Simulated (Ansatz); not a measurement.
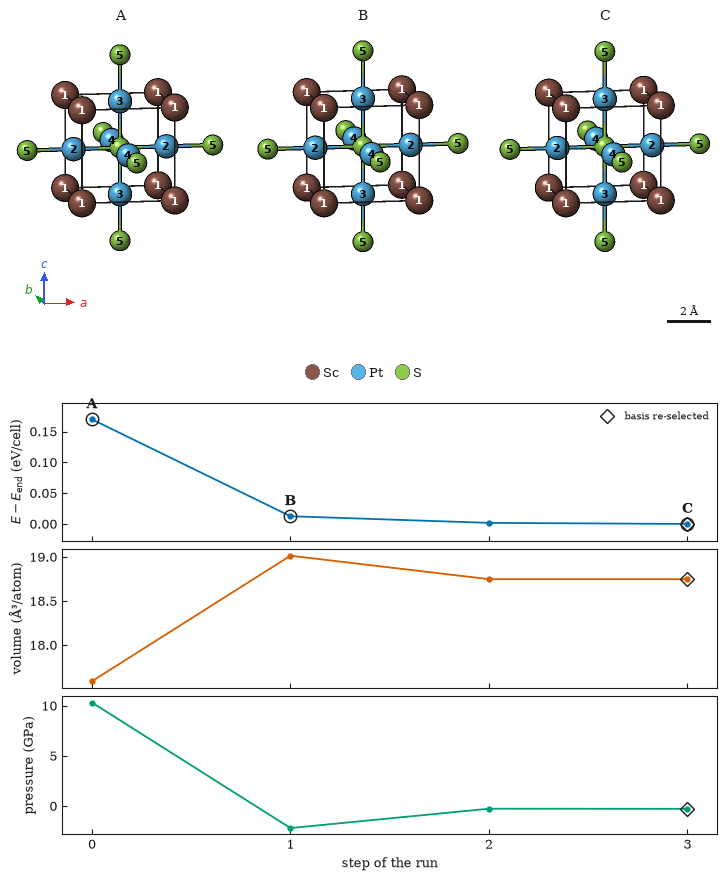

Frames of a relaxation of a crystal of ScPt3S (a generated structure, set up in Pm-3m) (coarse preliminary run), marked on the history of the run. Style: ball-and-stick. Shown: the cell of the calculation, slightly off an axis.

Computed with DFT PBE, scalar-relativistic, plane waves, PAW in Ansatz 0.2.0.

Input
```yaml
crystal:
  lattice:
    - [4.4470953, 0.0, 0.0]
    - [0.0, 4.4470953, 0.0]
    - [0.0, 0.0, 4.4470953]
  atoms:
    - { symbol: Sc, position: [0.0, 0.0, 0.0] }
    - { symbol: Pt, position: [0.0, 0.5, 0.5] }
    - { symbol: Pt, position: [0.5, 0.5, 0.0] }
    - { symbol: Pt, position: [0.5, 0.0, 0.5] }
    - { symbol: S, position: [0.5, 0.5, 0.5] }
basis:
  ecutwfc: 420
kpoints:
  mp_grid: { grid: [4, 4, 4] }
hamiltonian:
  xc: pbe
scf:
  occupations: { method: gaussian, width: 0.1 }
  lower_state_search: "off"
output:
  forces: true
  stress: true
  eigenvalues: true
relax:
  adjacent_minimum: "off"
  f_tol: 0.04
  max_steps: 70
  cell: { stress_tol: 0.4 }
```

Command:
```bash
ansatz run input.yaml --threads 1 --pin off --max-ram 2560MiB --backend cpu --events-out ev --progress --plain --runs-dir out
```

Question: What happens along the run?

Answer: The atoms keep their places relative to the cell (all moves are under 0.005 Å). The drawn cell changes as follows: a = b = c 4.447 → 4.543 Å (+2.1 %); the volume changes by +6.6 %. Some distances before and after: Pt2–S5 2.224 → 2.271 Å. The space group stays Pm-3m (No. 221). The energy falls by 0.170 eV per cell of the calculation in 2 accepted moves (3 points after the start). All forces vanish by symmetry, so only the cell relaxes. The pressure goes from 10.32 to −0.28 GPa. At 1 point the geometry stayed and the basis and grid were re-selected for the new cell (energy shift of 1.7 meV per cell of the calculation at most each time). Cost: 17 s on 1 thread of Arm Neoverse N1, on a shared host, peak memory 0.37 GiB. From step 0 to 1: volume +8.1 %, energy −0.157 eV per cell of the calculation. From step 1 to 3: volume −1.4 %, energy −12.5 meV per cell of the calculation.

| step | E − E(0), meV/atom | pressure, GPa | volume, Å³/atom | note |
| --- | --- | --- | --- | --- |
| 0 | 0.00 | 10.32 | 17.590 |  |
| 1 | -31.44 | -2.20 | 19.014 |  |
| 2 | -33.60 | -0.27 | 18.748 |  |
| 3 | -33.94 | -0.28 | 18.748 | same geometry, new basis |
